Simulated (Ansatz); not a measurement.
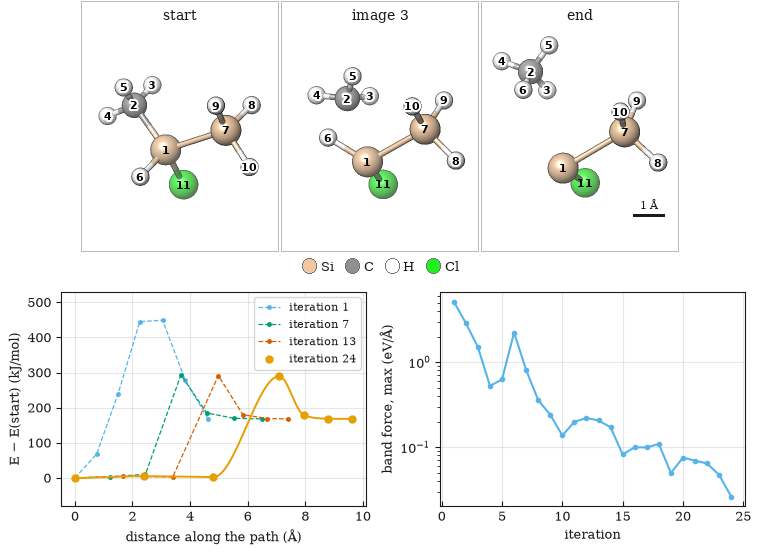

A nudged-elastic-band calculation for CH7ClSi2. Images are numbered from 0 (start) to 6 (end). The plot follows the band through its iterations. Style: ball-and-stick. Shown at a tilt.

These are results of RKS B3LYP/def2-SVP in Ansatz 0.2.0, not measurements. Run with 5 movable images; climbing image; force threshold 0.03 eV/Å; iteration limit 60; spring constant 0.1 eV/Å²; starting path through a guess of the saddle point.

### How did the profile develop, and is the result final?

The run is converged, with reservations. The band converged in 24 iterations. The largest component of the band force went from 5.2 to 0.026 eV/Å. The climbing image converged on the top of the path. Its curvatures weren't checked. The spring constant is far from the usual few eV/Å², which spoils the spacing or the steps. The first iteration put the highest image at 449.1 kJ/mol. The highest point, image 3, lies 289.7 kJ/mol above the start and 121.6 kJ/mol above the end; the end is at +168.1 kJ/mol relative to the start.
